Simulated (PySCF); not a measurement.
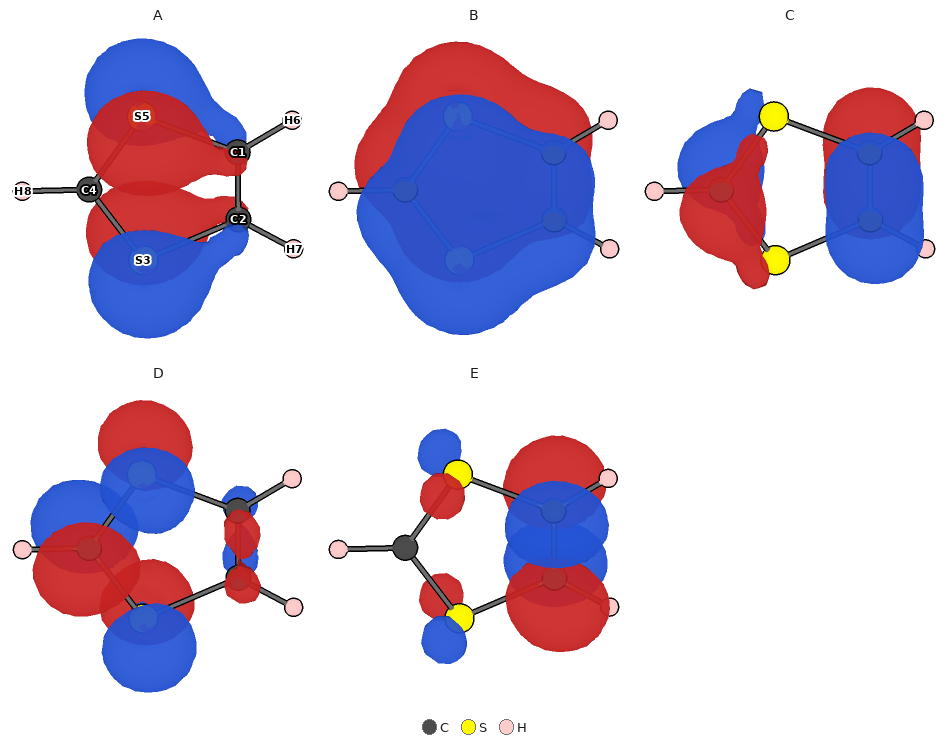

C3H3S2, charge +1, SMILES `c1cs[cH+]s1`. Natural orbitals of the π active space, CASSCF(6,5), singlet state, in order of falling occupation.

Method: def2-SVP basis; geometry: GFN2-xTB; program: PySCF. No frequency check shows the geometry to be a minimum. GFN2-xTB bond lengths at metals and heavier atoms can be off by up to 0.1 Å and shapes distorted, which carries into these values.

Input script:

```python
import numpy as np
from pyscf import gto, scf, dft, mcscf, mrpt
from pyscf.mcscf import avas

def solve(mol, dm0=None, hcore=None):
    mf = scf.ROHF(mol) if mol.spin else scf.RHF(mol)
    mf = mf.density_fit(auxbasis='def2-universal-jkfit')
    mf.conv_tol, mf.max_cycle = 1e-8, 80
    if hcore is not None:
        mf.get_hcore = lambda *args: hcore
    mf.kernel(dm0)
    if not mf.converged:
        mf = mf.newton().run(mf.mo_coeff, mf.mo_occ, max_cycle=30)
    assert mf.converged, 'SCF not converged'
    return mf

mol = gto.M(atom='''
C     -0.67385     1.23166     0.00000
C      0.67380     1.23167     0.00000
S      1.44024    -0.30533     0.00000
C      0.00008    -1.16607     0.00000
S     -1.44025    -0.30536     0.00000
H     -1.28892     2.11531     0.00000
H      1.28886     2.11534     0.00000
H     -0.00003    -2.24316     0.00000
''', basis='def2-svp', charge=1, spin=0, verbose=4)
mf = solve(mol)
ncas, nel, orbs = avas.avas(mf, ['C 2pz', 'S 3pz'], threshold=0.5, openshell_option=3)
print('active space', nel, ncas)
assert 2 <= ncas <= 10, 'active space too large or empty'
mc = mcscf.CASSCF(mf, ncas, nel)
mc.natorb, mc.max_cycle_macro = True, 60
mc.fix_spin_(ss=mol.spin / 2 * (mol.spin / 2 + 1))
mc.kernel(orbs)
occ = mc.mo_occ[mc.ncore:mc.ncore + ncas]
print('natural occupations', occ.round(4))
e2 = mrpt.NEVPT(mc).kernel()
out = dict(c=mc.mo_coeff[:, mc.ncore:mc.ncore + ncas], occ=occ, e=mc.e_tot, e2=e2, ehf=mf.e_tot, ok=mc.converged, nel=nel, w0=abs(mc.ci).max() ** 2, dm=mc.make_rdm1())
# the other spin state at the same geometry
other = mol.copy().set(spin=2).build()
mo = scf.ROHF(other).density_fit(auxbasis='def2-universal-jkfit').run()
na = (nel + other.spin) // 2
m2 = mcscf.CASSCF(mo, ncas, (na, nel - na))
m2.natorb = True
m2.fix_spin_(ss=other.spin / 2 * (other.spin / 2 + 1))
m2.kernel(mc.mo_coeff)
e2o = mrpt.NEVPT(m2).kernel()
print('other state above this one / eV: CASSCF', (m2.e_tot - mc.e_tot) * 27.211386, 'NEVPT2', (m2.e_tot + e2o - mc.e_tot - e2) * 27.211386)
np.savez('result.npz', eo=m2.e_tot, e2o=e2o, oko=m2.converged, occo=m2.mo_occ[mc.ncore:mc.ncore + ncas], co=m2.mo_coeff[:, mc.ncore:mc.ncore + ncas], **out)
```

Command:

```sh
OMP_NUM_THREADS=1 python input.py
```

The run took 37 s on 1 thread of Intel(R) Xeon(R) Processor @ 2.50GHz (Skylake/Cascade Lake) (shared host), peak memory 0.42 GiB.

What are the natural occupation numbers?

A 1.97, B 1.97, C 1.91, D 0.07, E 0.07.

How multiconfigurational is the state?

The leading determinant weighs 0.93; the effective number of unpaired electrons, Σ n²(2−n)², is 0.07; the most occupied of the weakly occupied orbitals holds 0.07 e, as in an ordinary closed-shell π system. The active space lowers the energy by 1.31 eV against Hartree–Fock.

Where does the lowest triplet lie relative to the singlet, at this geometry and within this active space?

3.88 eV above it by strongly contracted NEVPT2 (+3.77 eV by CASSCF); a small basis tends to put such gaps a few tenths of an eV too high. This is a vertical energy for π states alone; a state that uses lone pairs or σ orbitals may lie lower.
